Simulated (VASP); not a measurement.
Band structure of SnP (space group Fm-3m). All values below come from PBEsol GGA, VASP's PBE PAW potentials (set 64) (plane waves; VASP 6.6.1).

Unless said otherwise, spin-orbit coupling is left out, though it shifts the bands of the heavy elements here.

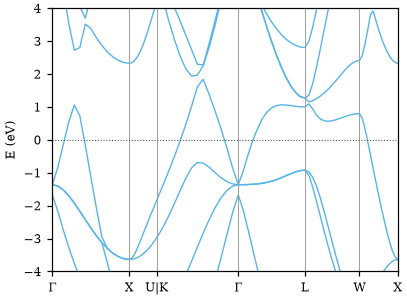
*Bands along high-symmetry lines, zero at the valence-band maximum or, without a gap, the Fermi level*

Q: Read the plot: is there a gap, and where are the band edges?

A: It has no gap at this level: it comes out as a metal or semimetal. (Edges off the drawn lines would not show.)

The structure comes from a computed database's SnP entry (Fm-3m); how it stands against other phases isn't given here. It was relaxed first. The electron count is odd and the run is not spin-polarised, which forces a metal.
